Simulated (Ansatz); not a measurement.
# Molecular dynamics of SiH₄ClF (part 1 of 3)

- system: SiH₄ClF
- method: RKS B3LYP/def2-SVP (Ansatz 0.2.0)

It belongs to a series of runs on one base structure; here: dynamics from the highest image of the converged band. Figures and captions count atoms from 1; the log counts them from 0 in places.

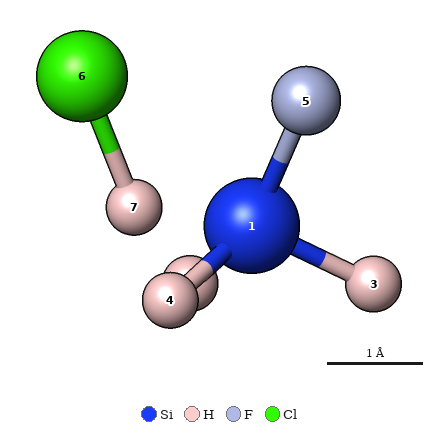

*The structure as given in the input (ball-and-stick view, seen at a tilt; atoms are numbered from 1 in the order of the input).*

Bond lengths as drawn: Cl–H 1.57 Å, F–Si 1.62 Å and H–Si 1.47 to 1.68 Å.

**Summary**

| quantity | value |
| --- | --- |
| outcome | finished |
| mean temperature over the second half | 2368 K |
| trajectory | 200 steps, 100 fs |
| ensemble | nve |
| temperature in the input | 100.0 K |
| time step | 0.5 fs |
| potential energy (last step) | −23175.9627 eV |
| mean-field energy (last step) | −23175.9627 eV |
| largest force (length of the vector) (last step) | 0.547 eV/Å |
| hardware | 1 thread of Arm Neoverse V2, 24 GiB of memory available, shared host |
| wall time | 5.5 min |
| peak memory | 0.12 GiB |

**Remarks**

So short a trajectory is not equilibrated.

**Input file**
```yaml
crystal:
  periodic: [false, false, false]
  atoms:
    - { symbol: Si, position_ang: [-0.196472, -0.094956, -0.046097] }
    - { symbol: H, position_ang: [0.100531, 0.613801, 1.447032] }
    - { symbol: H, position_ang: [1.239728, -0.47965, -0.0373] }
    - { symbol: H, position_ang: [-0.564918, 1.154446, -0.736171] }
    - { symbol: F, position_ang: [-0.820005, -1.377281, -0.822646] }
    - { symbol: Cl, position_ang: [-2.245575, -0.288531, 1.456473] }
    - { symbol: H, position_ang: [-0.833188, 0.366173, 1.68461] }
basis:
  gaussian: { orbitals: def2-SVP }
hamiltonian:
  xc: b3lyp
md:
  timestep: 0.5
  n_steps: 200
  ensemble: nve
  temperature: 100.0
  initial_velocities: maxwell_boltzmann
  seed: 11569
```

Command:
```bash
ansatz run input.yaml --threads 1 --pin off --max-ram 2048MiB --backend cpu --events-out ev --progress --plain --runs-dir out
```

**Log**
```
Engine: ansatz 0.2.0, aarch64-unknown-linux-gnu
Functional definition: B3LYP
  parameter a0 = 0.2
  parameter ax = 0.72
  parameter ac = 0.81
  exchange = (1 - a0 - ax)*slater_x + ax*b88_x + a0*exact_x
  correlation = (1 - ac)*vwn_rpa_c + ac*lyp_c
701 factors; integrals over basis functions are off by at most 4.8e-4 eV
mean field evaluation 1: about -23172.7405 eV, gradient 3.1e1 eV
mean field evaluation 2: about -23169.9256 eV, gradient 5.4e1 eV
mean field evaluation 4: about -23174.3357 eV, gradient 1.4e0 eV
mean field evaluation 8: about -23174.3409 eV, gradient 8.2e-3 eV
mean field -23174.34090248 eV, -851.6413200337 hartree, gradient 7.8e-6 eV, S^2 0.000000; 0 other end points of the search recorded, 0 dependent functions left out
the calculation of the forces begins
reference -23174.34111534 eV, -851.6413278561 hartree; 22, 22 occupied and 48, 48 virtual orbitals, 701 factors
md step     0: t =     0.00 fs  T =   100.0 K  F+E_penalty+E_count = -23174.34090248 eV  E_kin = 0.064630 eV  conserved = -23174.27627248 eV  (23 SCF iters)
these checks for a lower state are left out or cut short: starts, cluster_reference, orbital_swaps, neighbouring_geometries, increment
701 factors; integrals over basis functions are off by at most 4.8e-4 eV
mean field evaluation 16: about -23174.3398 eV, gradient 3.6e-1 eV
mean field -23174.34014807 eV, -851.6412923096 hartree, gradient 1.6e-5 eV, S^2 0.000000; 0 other end points of the search recorded, 0 dependent functions left out
the calculation of the forces begins
reference -23174.34036089 eV, -851.6413001306 hartree; 22, 22 occupied and 48, 48 virtual orbitals, 701 factors
md step     1: t =     0.50 fs  T =    98.8 K  F+E_penalty+E_count = -23174.34014807 eV  E_kin = 0.063883 eV  conserved = -23174.27626532 eV  (22 SCF iters)
[... from here on the SCF iterations and repeated set-up lines of each step are left out, up to the last step ...]
md step     2: t =     1.00 fs  T =    95.4 K  F+E_penalty+E_count = -23174.33788273 eV  E_kin = 0.061637 eV  conserved = -23174.27624546 eV  (22 SCF iters)
md step     3: t =     1.50 fs  T =    90.1 K  F+E_penalty+E_count = -23174.33441857 eV  E_kin = 0.058203 eV  conserved = -23174.27621535 eV  (22 SCF iters)
md step     4: t =     2.00 fs  T =    83.6 K  F+E_penalty+E_count = -23174.33022515 eV  E_kin = 0.054044 eV  conserved = -23174.27618068 eV  (22 SCF iters)
md step     5: t =     2.50 fs  T =    76.9 K  F+E_penalty+E_count = -23174.32584706 eV  E_kin = 0.049700 eV  conserved = -23174.27614734 eV  (22 SCF iters)
md step     6: t =     3.00 fs  T =    70.7 K  F+E_penalty+E_count = -23174.32180799 eV  E_kin = 0.045687 eV  conserved = -23174.27612127 eV  (22 SCF iters)
md step     7: t =     3.50 fs  T =    65.6 K  F+E_penalty+E_count = -23174.31851774 eV  E_kin = 0.042411 eV  conserved = -23174.27610673 eV  (21 SCF iters)
md step     8: t =     4.00 fs  T =    62.0 K  F+E_penalty+E_count = -23174.31620563 eV  E_kin = 0.040100 eV  conserved = -23174.27610529 eV  (22 SCF iters)
md step     9: t =     4.50 fs  T =    60.0 K  F+E_penalty+E_count = -23174.31489582 eV  E_kin = 0.038780 eV  conserved = -23174.27611549 eV  (22 SCF iters)
md step    10: t =     5.00 fs  T =    59.3 K  F+E_penalty+E_count = -23174.31442954 eV  E_kin = 0.038296 eV  conserved = -23174.27613338 eV  (22 SCF iters)
md step    11: t =     5.50 fs  T =    59.4 K  F+E_penalty+E_count = -23174.31452642 eV  E_kin = 0.038373 eV  conserved = -23174.27615358 eV  (22 SCF iters)
md step    12: t =     6.00 fs  T =    59.9 K  F+E_penalty+E_count = -23174.31486784 eV  E_kin = 0.038697 eV  conserved = -23174.27617073 eV  (22 SCF iters)
md step    13: t =     6.50 fs  T =    60.3 K  F+E_penalty+E_count = -23174.31518135 eV  E_kin = 0.039001 eV  conserved = -23174.27618068 eV  (22 SCF iters)
md step    14: t =     7.00 fs  T =    60.5 K  F+E_penalty+E_count = -23174.31530755 eV  E_kin = 0.039127 eV  conserved = -23174.27618090 eV  (22 SCF iters)
md step    15: t =     7.50 fs  T =    60.4 K  F+E_penalty+E_count = -23174.31523902 eV  E_kin = 0.039068 eV  conserved = -23174.27617113 eV  (22 SCF iters)
md step    16: t =     8.00 fs  T =    60.3 K  F+E_penalty+E_count = -23174.31512641 eV  E_kin = 0.038974 eV  conserved = -23174.27615287 eV  (22 SCF iters)
md step    17: t =     8.50 fs  T =    60.5 K  F+E_penalty+E_count = -23174.31525614 eV  E_kin = 0.039127 eV  conserved = -23174.27612893 eV  (22 SCF iters)
md step    18: t =     9.00 fs  T =    61.7 K  F+E_penalty+E_count = -23174.31600672 eV  E_kin = 0.039904 eV  conserved = -23174.27610283 eV  (22 SCF iters)
md step    19: t =     9.50 fs  T =    64.5 K  F+E_penalty+E_count = -23174.31779302 eV  E_kin = 0.041715 eV  conserved = -23174.27607824 eV  (22 SCF iters)
md step    20: t =    10.00 fs  T =    69.5 K  F+E_penalty+E_count = -23174.32100808 eV  E_kin = 0.044949 eV  conserved = -23174.27605864 eV  (24 SCF iters)
md step    21: t =    10.50 fs  T =    77.2 K  F+E_penalty+E_count = -23174.32596986 eV  E_kin = 0.049924 eV  conserved = -23174.27604633 eV  (23 SCF iters)
md step    22: t =    11.00 fs  T =    87.9 K  F+E_penalty+E_count = -23174.33288214 eV  E_kin = 0.056839 eV  conserved = -23174.27604282 eV  (22 SCF iters)
md step    23: t =    11.50 fs  T =   101.8 K  F+E_penalty+E_count = -23174.34181223 eV  E_kin = 0.065764 eV  conserved = -23174.27604837 eV  (23 SCF iters)
md step    24: t =    12.00 fs  T =   118.6 K  F+E_penalty+E_count = -23174.35268991 eV  E_kin = 0.076628 eV  conserved = -23174.27606189 eV  (23 SCF iters)
md step    25: t =    12.50 fs  T =   138.1 K  F+E_penalty+E_count = -23174.36532697 eV  E_kin = 0.089246 eV  conserved = -23174.27608112 eV  (23 SCF iters)
md step    26: t =    13.00 fs  T =   159.9 K  F+E_penalty+E_count = -23174.37945437 eV  E_kin = 0.103351 eV  conserved = -23174.27610328 eV  (23 SCF iters)
md step    27: t =    13.50 fs  T =   183.6 K  F+E_penalty+E_count = -23174.39477004 eV  E_kin = 0.118644 eV  conserved = -23174.27612569 eV  (23 SCF iters)
md step    28: t =    14.00 fs  T =   208.6 K  F+E_penalty+E_count = -23174.41098720 eV  E_kin = 0.134842 eV  conserved = -23174.27614559 eV  (23 SCF iters)
md step    29: t =    14.50 fs  T =   234.7 K  F+E_penalty+E_count = -23174.42787643 eV  E_kin = 0.151715 eV  conserved = -23174.27616169 eV  (23 SCF iters)
md step    30: t =    15.00 fs  T =   261.7 K  F+E_penalty+E_count = -23174.44529014 eV  E_kin = 0.169116 eV  conserved = -23174.27617404 eV  (24 SCF iters)
md step    31: t =    15.50 fs  T =   289.3 K  F+E_penalty+E_count = -23174.46316769 eV  E_kin = 0.186984 eV  conserved = -23174.27618334 eV  (23 SCF iters)
md step    32: t =    16.00 fs  T =   317.7 K  F+E_penalty+E_count = -23174.48152666 eV  E_kin = 0.205337 eV  conserved = -23174.27618996 eV  (23 SCF iters)
md step    33: t =    16.50 fs  T =   347.0 K  F+E_penalty+E_count = -23174.50045363 eV  E_kin = 0.224260 eV  conserved = -23174.27619327 eV  (24 SCF iters)
md step    34: t =    17.00 fs  T =   377.4 K  F+E_penalty+E_count = -23174.52010976 eV  E_kin = 0.243919 eV  conserved = -23174.27619122 eV  (23 SCF iters)
md step    35: t =    17.50 fs  T =   409.4 K  F+E_penalty+E_count = -23174.54075660 eV  E_kin = 0.264578 eV  conserved = -23174.27617891 eV  (22 SCF iters)
md step    36: t =    18.00 fs  T =   443.5 K  F+E_penalty+E_count = -23174.56279662 eV  E_kin = 0.286641 eV  conserved = -23174.27615535 eV  (23 SCF iters)
md step    37: t =    18.50 fs  T =   480.7 K  F+E_penalty+E_count = -23174.58677369 eV  E_kin = 0.310648 eV  conserved = -23174.27612526 eV  (22 SCF iters)
md step    38: t =    19.00 fs  T =   521.7 K  F+E_penalty+E_count = -23174.61328751 eV  E_kin = 0.337187 eV  conserved = -23174.27610058 eV  (23 SCF iters)
md step    39: t =    19.50 fs  T =   567.4 K  F+E_penalty+E_count = -23174.64279996 eV  E_kin = 0.366701 eV  conserved = -23174.27609867 eV  (23 SCF iters)
md step    40: t =    20.00 fs  T =   617.7 K  F+E_penalty+E_count = -23174.67538150 eV  E_kin = 0.399249 eV  conserved = -23174.27613229 eV  (22 SCF iters)
md step    41: t =    20.50 fs  T =   672.0 K  F+E_penalty+E_count = -23174.71053189 eV  E_kin = 0.434330 eV  conserved = -23174.27620204 eV  (23 SCF iters)
md step    42: t =    21.00 fs  T =   728.6 K  F+E_penalty+E_count = -23174.74720277 eV  E_kin = 0.470912 eV  conserved = -23174.27629043 eV  (23 SCF iters)
md step    43: t =    21.50 fs  T =   785.6 K  F+E_penalty+E_count = -23174.78407300 eV  E_kin = 0.507704 eV  conserved = -23174.27636934 eV  (22 SCF iters)
md step    44: t =    22.00 fs  T =   841.0 K  F+E_penalty+E_count = -23174.81997448 eV  E_kin = 0.543561 eV  conserved = -23174.27641392 eV  (23 SCF iters)
md step    45: t =    22.50 fs  T =   894.1 K  F+E_penalty+E_count = -23174.85427619 eV  E_kin = 0.577864 eV  conserved = -23174.27641262 eV  (22 SCF iters)
md step    46: t =    23.00 fs  T =   944.9 K  F+E_penalty+E_count = -23174.88706389 eV  E_kin = 0.610692 eV  conserved = -23174.27637149 eV  (23 SCF iters)
md step    47: t =    23.50 fs  T =   994.5 K  F+E_penalty+E_count = -23174.91905792 eV  E_kin = 0.642749 eV  conserved = -23174.27630909 eV  (22 SCF iters)
md step    48: t =    24.00 fs  T =  1044.5 K  F+E_penalty+E_count = -23174.95133528 eV  E_kin = 0.675089 eV  conserved = -23174.27624643 eV  (23 SCF iters)
md step    49: t =    24.50 fs  T =  1096.7 K  F+E_penalty+E_count = -23174.98498851 eV  E_kin = 0.708786 eV  conserved = -23174.27620250 eV  (22 SCF iters)
md step    50: t =    25.00 fs  T =  1152.2 K  F+E_penalty+E_count = -23175.02082776 eV  E_kin = 0.744640 eV  conserved = -23174.27618821 eV  (23 SCF iters)
md step    51: t =    25.50 fs  T =  1211.5 K  F+E_penalty+E_count = -23175.05919665 eV  E_kin = 0.782990 eV  conserved = -23174.27620664 eV  (23 SCF iters)
md step    52: t =    26.00 fs  T =  1274.4 K  F+E_penalty+E_count = -23175.09990674 eV  E_kin = 0.823651 eV  conserved = -23174.27625538 eV  (23 SCF iters)
md step    53: t =    26.50 fs  T =  1339.8 K  F+E_penalty+E_count = -23175.14226567 eV  E_kin = 0.865938 eV  conserved = -23174.27632784 eV  (23 SCF iters)
md step    54: t =    27.00 fs  T =  1406.1 K  F+E_penalty+E_count = -23175.18517414 eV  E_kin = 0.908761 eV  conserved = -23174.27641332 eV  (23 SCF iters)
md step    55: t =    27.50 fs  T =  1471.1 K  F+E_penalty+E_count = -23175.22728521 eV  E_kin = 0.950785 eV  conserved = -23174.27650020 eV  (22 SCF iters)
md step    56: t =    28.00 fs  T =  1532.8 K  F+E_penalty+E_count = -23175.26721405 eV  E_kin = 0.990645 eV  conserved = -23174.27656930 eV  (22 SCF iters)
md step    57: t =    28.50 fs  T =  1589.4 K  F+E_penalty+E_count = -23175.30381956 eV  E_kin = 1.027218 eV  conserved = -23174.27660168 eV  (22 SCF iters)
md step    58: t =    29.00 fs  T =  1640.0 K  F+E_penalty+E_count = -23175.33650183 eV  E_kin = 1.059920 eV  conserved = -23174.27658214 eV  (22 SCF iters)
md step    59: t =    29.50 fs  T =  1684.9 K  F+E_penalty+E_count = -23175.36543925 eV  E_kin = 1.088933 eV  conserved = -23174.27650664 eV  (21 SCF iters)
md step    60: t =    30.00 fs  T =  1725.6 K  F+E_penalty+E_count = -23175.39165415 eV  E_kin = 1.115266 eV  conserved = -23174.27638817 eV  (22 SCF iters)
md step    61: t =    30.50 fs  T =  1764.7 K  F+E_penalty+E_count = -23175.41681637 eV  E_kin = 1.140558 eV  conserved = -23174.27625870 eV  (22 SCF iters)
md step    62: t =    31.00 fs  T =  1805.0 K  F+E_penalty+E_count = -23175.44276071 eV  E_kin = 1.166597 eV  conserved = -23174.27616374 eV  (22 SCF iters)
md step    63: t =    31.50 fs  T =  1848.5 K  F+E_penalty+E_count = -23175.47082678 eV  E_kin = 1.194684 eV  conserved = -23174.27614312 eV  (21 SCF iters)
md step    64: t =    32.00 fs  T =  1895.5 K  F+E_penalty+E_count = -23175.50128871 eV  E_kin = 1.225078 eV  conserved = -23174.27621051 eV  (21 SCF iters)
md step    65: t =    32.50 fs  T =  1944.6 K  F+E_penalty+E_count = -23175.53315301 eV  E_kin = 1.256805 eV  conserved = -23174.27634838 eV  (22 SCF iters)
md step    66: t =    33.00 fs  T =  1992.7 K  F+E_penalty+E_count = -23175.56441624 eV  E_kin = 1.287899 eV  conserved = -23174.27651726 eV  (22 SCF iters)
md step    67: t =    33.50 fs  T =  2036.2 K  F+E_penalty+E_count = -23175.59265234 eV  E_kin = 1.315979 eV  conserved = -23174.27667343 eV  (22 SCF iters)
md step    68: t =    34.00 fs  T =  2071.6 K  F+E_penalty+E_count = -23175.61567996 eV  E_kin = 1.338902 eV  conserved = -23174.27677831 eV  (24 SCF iters)
md step    69: t =    34.50 fs  T =  2097.0 K  F+E_penalty+E_count = -23175.63211222 eV  E_kin = 1.355298 eV  conserved = -23174.27681390 eV  (24 SCF iters)
md step    70: t =    35.00 fs  T =  2111.8 K  F+E_penalty+E_count = -23175.64163503 eV  E_kin = 1.364855 eV  conserved = -23174.27677999 eV  (24 SCF iters)
md step    71: t =    35.50 fs  T =  2117.2 K  F+E_penalty+E_count = -23175.64500707 eV  E_kin = 1.368317 eV  conserved = -23174.27668963 eV  (25 SCF iters)
md step    72: t =    36.00 fs  T =  2115.6 K  F+E_penalty+E_count = -23175.64385184 eV  E_kin = 1.367285 eV  conserved = -23174.27656650 eV  (25 SCF iters)
md step    73: t =    36.50 fs  T =  2110.3 K  F+E_penalty+E_count = -23175.64031097 eV  E_kin = 1.363883 eV  conserved = -23174.27642800 eV  (25 SCF iters)
md step    74: t =    37.00 fs  T =  2104.8 K  F+E_penalty+E_count = -23175.63666914 eV  E_kin = 1.360364 eV  conserved = -23174.27630502 eV  (24 SCF iters)
md step    75: t =    37.50 fs  T =  2102.3 K  F+E_penalty+E_count = -23175.63492011 eV  E_kin = 1.358700 eV  conserved = -23174.27621969 eV  (24 SCF iters)
md step    76: t =    38.00 fs  T =  2104.6 K  F+E_penalty+E_count = -23175.63640380 eV  E_kin = 1.360215 eV  conserved = -23174.27618869 eV  (25 SCF iters)
md step    77: t =    38.50 fs  T =  2112.5 K  F+E_penalty+E_count = -23175.64155129 eV  E_kin = 1.365335 eV  conserved = -23174.27621677 eV  (25 SCF iters)
md step    78: t =    39.00 fs  T =  2125.2 K  F+E_penalty+E_count = -23175.64981616 eV  E_kin = 1.373521 eV  conserved = -23174.27629473 eV  (24 SCF iters)
md step    79: t =    39.50 fs  T =  2140.5 K  F+E_penalty+E_count = -23175.65982664 eV  E_kin = 1.383428 eV  conserved = -23174.27639908 eV  (29 SCF iters)
md step    80: t =    40.00 fs  T =  2155.7 K  F+E_penalty+E_count = -23175.66975254 eV  E_kin = 1.393255 eV  conserved = -23174.27649792 eV  (29 SCF iters)
md step    81: t =    40.50 fs  T =  2168.1 K  F+E_penalty+E_count = -23175.67780948 eV  E_kin = 1.401251 eV  conserved = -23174.27655876 eV  (24 SCF iters)
md step    82: t =    41.00 fs  T =  2175.8 K  F+E_penalty+E_count = -23175.68276994 eV  E_kin = 1.406211 eV  conserved = -23174.27655943 eV  (28 SCF iters)
md step    83: t =    41.50 fs  T =  2178.3 K  F+E_penalty+E_count = -23175.68431340 eV  E_kin = 1.407816 eV  conserved = -23174.27649716 eV  (28 SCF iters)
md step    84: t =    42.00 fs  T =  2176.5 K  F+E_penalty+E_count = -23175.68307532 eV  E_kin = 1.406680 eV  conserved = -23174.27639541 eV  (29 SCF iters)
md step    85: t =    42.50 fs  T =  2172.4 K  F+E_penalty+E_count = -23175.68033285 eV  E_kin = 1.404040 eV  conserved = -23174.27629294 eV  (28 SCF iters)
md step    86: t =    43.00 fs  T =  2168.1 K  F+E_penalty+E_count = -23175.67744424 eV  E_kin = 1.401216 eV  conserved = -23174.27622861 eV  (28 SCF iters)
md step    87: t =    43.50 fs  T =  2164.7 K  F+E_penalty+E_count = -23175.67527974 eV  E_kin = 1.399057 eV  conserved = -23174.27622301 eV  (27 SCF iters)
md step    88: t =    44.00 fs  T =  2162.5 K  F+E_penalty+E_count = -23175.67391655 eV  E_kin = 1.397647 eV  conserved = -23174.27626930 eV  (29 SCF iters)
md step    89: t =    44.50 fs  T =  2160.6 K  F+E_penalty+E_count = -23175.67273802 eV  E_kin = 1.396401 eV  conserved = -23174.27633717 eV  (28 SCF iters)
md step    90: t =    45.00 fs  T =  2157.6 K  F+E_penalty+E_count = -23175.67086624 eV  E_kin = 1.394476 eV  conserved = -23174.27639048 eV  (29 SCF iters)
md step    91: t =    45.50 fs  T =  2152.7 K  F+E_penalty+E_count = -23175.66768380 eV  E_kin = 1.391280 eV  conserved = -23174.27640400 eV  (29 SCF iters)
md step    92: t =    46.00 fs  T =  2145.8 K  F+E_penalty+E_count = -23175.66319510 eV  E_kin = 1.386823 eV  conserved = -23174.27637227 eV  (28 SCF iters)
md step    93: t =    46.50 fs  T =  2138.0 K  F+E_penalty+E_count = -23175.65809697 eV  E_kin = 1.381790 eV  conserved = -23174.27630747 eV  (28 SCF iters)
md step    94: t =    47.00 fs  T =  2131.1 K  F+E_penalty+E_count = -23175.65358407 eV  E_kin = 1.377353 eV  conserved = -23174.27623120 eV  (28 SCF iters)
md step    95: t =    47.50 fs  T =  2127.3 K  F+E_penalty+E_count = -23175.65100869 eV  E_kin = 1.374843 eV  conserved = -23174.27616543 eV  (28 SCF iters)
md step    96: t =    48.00 fs  T =  2128.1 K  F+E_penalty+E_count = -23175.65152895 eV  E_kin = 1.375402 eV  conserved = -23174.27612646 eV  (29 SCF iters)
md step    97: t =    48.50 fs  T =  2134.8 K  F+E_penalty+E_count = -23175.65584218 eV  E_kin = 1.379720 eV  conserved = -23174.27612264 eV  (28 SCF iters)
md step    98: t =    49.00 fs  T =  2147.4 K  F+E_penalty+E_count = -23175.66404802 eV  E_kin = 1.387895 eV  conserved = -23174.27615271 eV  (24 SCF iters)
md step    99: t =    49.50 fs  T =  2165.3 K  F+E_penalty+E_count = -23175.67565067 eV  E_kin = 1.399440 eV  conserved = -23174.27621041 eV  (29 SCF iters)
md step   100: t =    50.00 fs  T =  2186.9 K  F+E_penalty+E_count = -23175.68966495 eV  E_kin = 1.413382 eV  conserved = -23174.27628333 eV  (29 SCF iters)
md step   101: t =    50.50 fs  T =  2210.2 K  F+E_penalty+E_count = -23175.70480536 eV  E_kin = 1.428448 eV  conserved = -23174.27635726 eV  (29 SCF iters)
md step   102: t =    51.00 fs  T =  2233.2 K  F+E_penalty+E_count = -23175.71971908 eV  E_kin = 1.443303 eV  conserved = -23174.27641647 eV  (29 SCF iters)
md step   103: t =    51.50 fs  T =  2254.1 K  F+E_penalty+E_count = -23175.73324208 eV  E_kin = 1.456796 eV  conserved = -23174.27644631 eV  (28 SCF iters)
```
